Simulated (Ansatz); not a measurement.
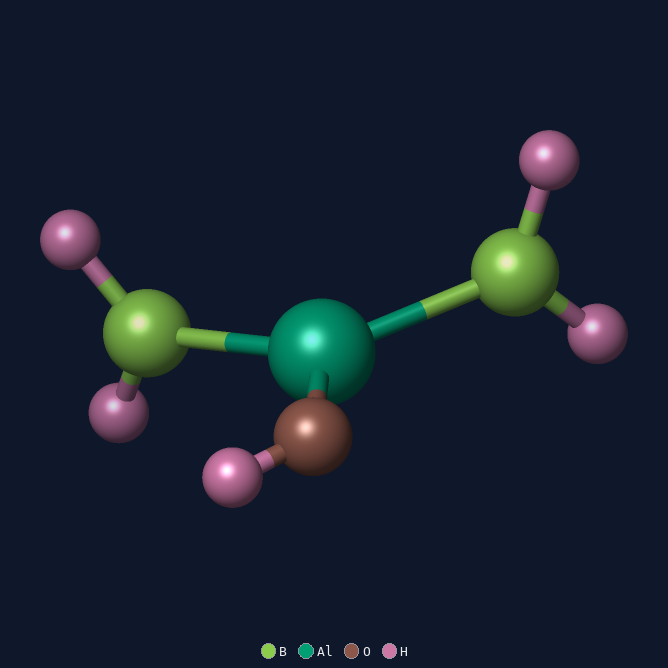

Ball-and-stick drawing of a structure.

Computed geometry: PBE0-D4/def2-TZVP optimisation. No frequency run is at hand to confirm it as a minimum.

Give the formula.

Answer. AlB2H5O, 9 atoms: 1 aluminium, 2 boron, 5 hydrogen and 1 oxygen.

What is the point group of this geometry?

Answer. Cs.

More results for the same structure follow; atom numbers are the same in all pictures, views and colours differ.

## Electronic properties

No frequency run is at hand to confirm it as a minimum. Level of theory: RKS PBE0-D4/def2-TZVPP (Ansatz 0.2.0).

Give the dispersion correction at this level.

Answer. −10.8 kJ/mol.

What is the HOMO energy (Kohn–Sham orbital)?

Answer. −6.86 eV.

Give the LUMO energy (Kohn–Sham orbital) at this level.

Answer. −2.75 eV.

## Dipole moment

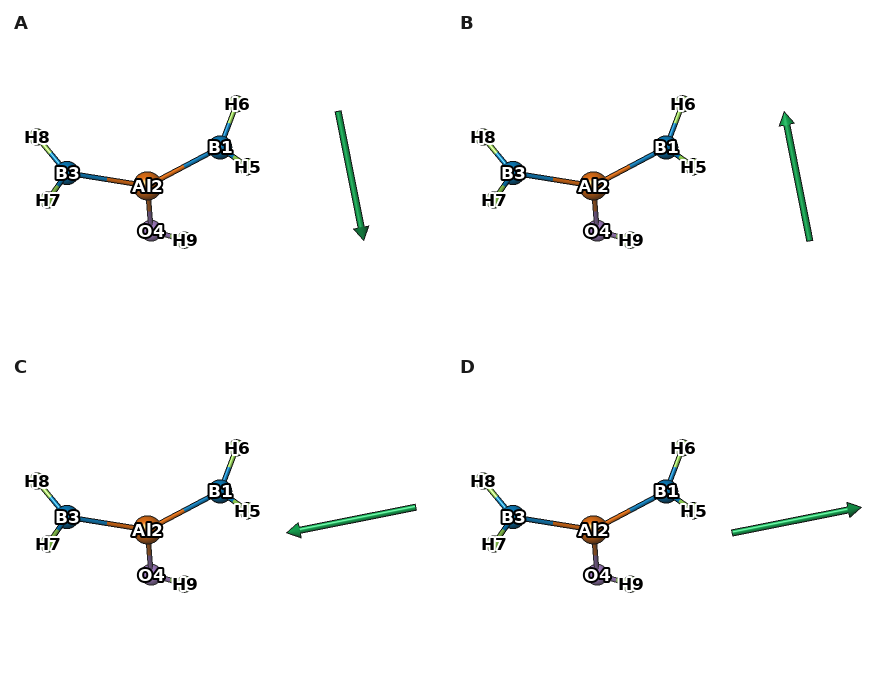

The same molecule four times, each with an arrow. No frequency run is at hand to confirm it as a minimum. Level of theory: RKS PBE0-D4/def2-TZVP (Ansatz 0.2.0).

Which arrow points along the dipole moment, from the negative to the positive end?

Answer. D. The dipole moment is 1.20 D; it points from the side of H7, H8 to the side of H5, H6 (the outermost atoms at the two ends).

## Charges

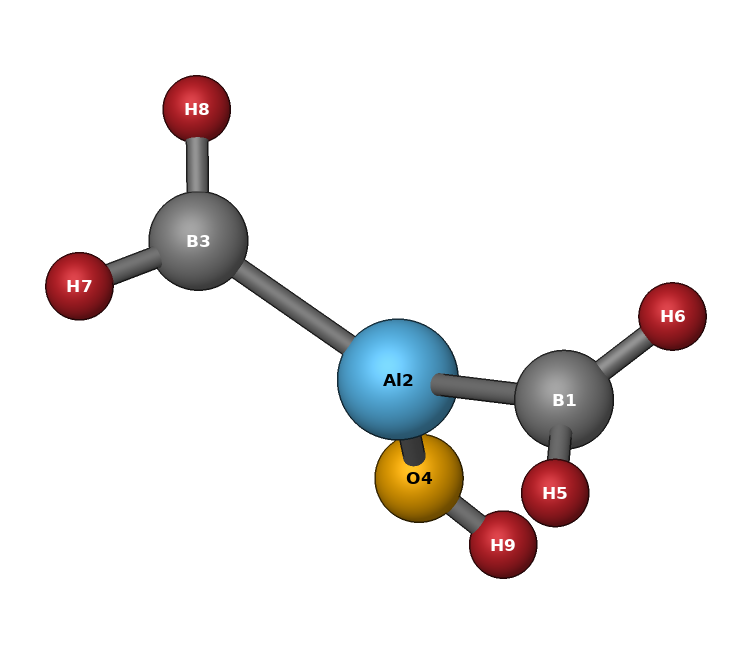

The questions are on Mulliken charges. No frequency run is at hand to confirm it as a minimum. Level of theory: RKS PBE0-D4/def2-TZVP (Ansatz 0.2.0).

Which atom carries the highest charge (most positive or least negative)?

Answer. Al2 (0.41 e).

And the lowest?

Answer. O4 (−0.55 e).

List the Mulliken charges.

```json
{"atom": "B1", "value (e)": "−0.17"}
{"atom": "Al2", "value (e)": "0.41"}
{"atom": "B3", "value (e)": "−0.13"}
{"atom": "O4", "value (e)": "−0.55"}
{"atom": "H5", "value (e)": "0.03"}
{"atom": "H6", "value (e)": "0.03"}
{"atom": "H7", "value (e)": "0.03"}
{"atom": "H8", "value (e)": "0.03"}
{"atom": "H9", "value (e)": "0.31"}
```

Mulliken values depend strongly on the basis set and can even reverse the polarity of a bond.
